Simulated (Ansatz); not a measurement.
# PBE0/6-311+G(d,p) run of SO2F2 (SMILES O=S(=O)(F)F)

What is the vertical singlet–triplet gap of SO2F2 at PBE0/6-311+G**? 

The results are computed with Ansatz 0.2.0.

42 further runs of the same task are left out: 42 set aside as unsound or not needed.

**1. Starting point**

SO2F2 has 5 atoms, charge 0, and is taken as a singlet. As SMILES, `O=S(=O)(F)F`. The coordinates come from a PBE0-D4/def2-TZVP relaxation.

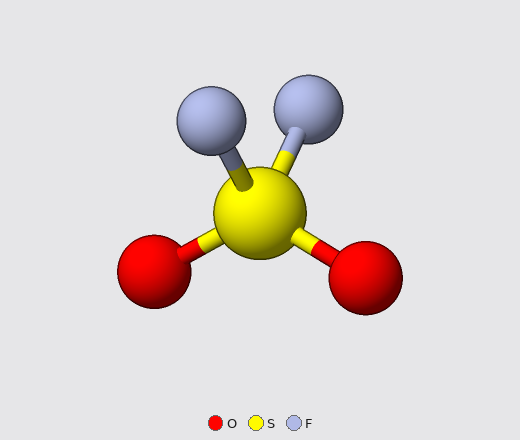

Viewed from a chosen angle; oxygen red, sulfur yellow, fluorine light blue.

**2. A single-point energy at PBE0/6-311+G(d,p)**

Contents of run.yaml:

```yaml
basis:
  gaussian:
    orbitals: 6-311+G_st__st_-spherical.json
crystal:
  periodic: [false, false, false]
  atoms:
    - {symbol: O, position_ang: [-0.388200, -0.151100, 1.421700]}
    - {symbol: S, position_ang: [0.070900, -0.096900, 0.095900]}
    - {symbol: O, position_ang: [1.129600, -0.862200, -0.418700]}
    - {symbol: F, position_ang: [-1.140900, -0.267600, -0.837400]}
    - {symbol: F, position_ang: [0.328600, 1.377800, -0.261400]}
accuracy: high
output: {orbitals: {seedname: orbitals}}
hamiltonian:
  xc: pbe0
```

The basis set 6-311+G** is read from a file made from the Basis Set Exchange's data (not shown).

Run with:

```
ansatz run run.yaml --threads 1 --pin off --max-ram 3480MiB --events-out events.jsonl --progress --plain --runs-dir runs
```

Log:

```text
Warning: RAYON_NUM_THREADS=1 ignored (pool sized by the plan → 1); use --threads N
Functional definition: PBE0
  name "PBE0"
  parameter a = 0.25
  parameter kappa = 0.804
  parameter beta = 0.06672455060314922
  exchange = (1 - a)*pbe_x(kappa = kappa, mu = beta*pi^2/3) + a*exact_x
  correlation = pbe_c(beta = beta)
2147 factors; integrals over basis functions are off by at most 4.1e-9 eV
mean field evaluation 1: about -20340.7039 eV, gradient 8.1e1 eV
mean field evaluation 2: about -20319.5330 eV, gradient 1.4e2 eV
mean field evaluation 4: about -20350.3958 eV, gradient 6.7e0 eV
mean field evaluation 8: about -20350.8260 eV, gradient 2.5e-1 eV
mean field evaluation 16: about -20350.8261 eV, gradient 1.9e-4 eV
mean field -20350.82605272 eV, -747.8790631521 hartree, gradient 2.8e-8 eV, S^2 0.000000; 0 other end points of the search recorded, 0 dependent functions left out
reference -20350.82605658 eV, -747.8790632941 hartree; 25, 25 occupied and 93, 93 virtual orbitals, 2147 factors
Total energy: -20350.82605658 eV, -747.8790632941 hartree
```

Run time: 8.4 s. Hardware: 1 thread of Arm Neoverse V2, shared host; peak memory 0.4 GiB.

**3. The triplet**

Contents of in.yaml:

```yaml
crystal:
  periodic: [false, false, false]
  atoms:
    - {symbol: O, position_ang: [-0.388200, -0.151100, 1.421700]}
    - {symbol: S, position_ang: [0.070900, -0.096900, 0.095900]}
    - {symbol: O, position_ang: [1.129600, -0.862200, -0.418700]}
    - {symbol: F, position_ang: [-1.140900, -0.267600, -0.837400]}
    - {symbol: F, position_ang: [0.328600, 1.377800, -0.261400]}
basis:
  gaussian:
    orbitals: 6-311+G_st__st_-spherical.json
magnetization:
  spin_polarized: true
  initial_magnetization: 2
hamiltonian:
  xc: {name: PBE0}
accuracy: high
output: {orbitals: {seedname: orbitals}}
```

The basis set 6-311+G** is read from a file made from the Basis Set Exchange's data (not shown).

Run with:

```
ansatz run in.yaml --threads 1 --pin off --max-ram 3480MiB --events-out events.jsonl --progress --plain --runs-dir runs
```

Log:

```text
Warning: RAYON_NUM_THREADS=1 ignored (pool sized by the plan → 1); use --threads N
[... 7 set-up lines as earlier in the session ...]
2147 factors; integrals over basis functions are off by at most 4.1e-9 eV
mean field evaluation 1: about -20336.3615 eV, gradient 4.5e1 eV
mean field evaluation 2: about -20327.7368 eV, gradient 6.9e1 eV
mean field evaluation 4: about -20342.4872 eV, gradient 4.2e0 eV
mean field evaluation 8: about -20342.9392 eV, gradient 3.8e-1 eV
mean field evaluation 16: about -20342.9416 eV, gradient 7.8e-3 eV
mean field evaluation 32: about -20342.9416 eV, gradient 1.0e-5 eV
mean field evaluation 64: about -20342.8797 eV, gradient 3.6e0 eV
mean field -20342.94164042 eV, -747.5893163443 hartree, gradient 4.1e-8 eV, S^2 2.012845; 6 other end points of the search recorded, 0 dependent functions left out
reference -20342.94164335 eV, -747.5893164519 hartree; 26, 24 occupied and 92, 94 virtual orbitals, 2147 factors
Total energy: -20342.94164335 eV, -747.5893164519 hartree
```

Wall time 29 s (1 thread of Arm Neoverse V2, shared host); peak memory 0.55 GiB.

**4. Summary of results**

Level: PBE0/6-311+G**.

```
                                        quantity          value
                           singlet: total energy  -747.87906 Eh
                            singlet: HOMO energy      -10.79 eV
                            singlet: LUMO energy       -0.70 eV
                          singlet: HOMO–LUMO gap       10.08 eV
                           triplet: total energy  -747.58932 Eh
     triplet: HOMO energy (highest over α and β)       -3.24 eV
                                   triplet: ⟨S²⟩          2.013
vertical energy of the triplet above the singlet       7.884 eV
```

In words: At this shape the triplet lies 7.88 eV (761 kJ/mol) above the singlet.
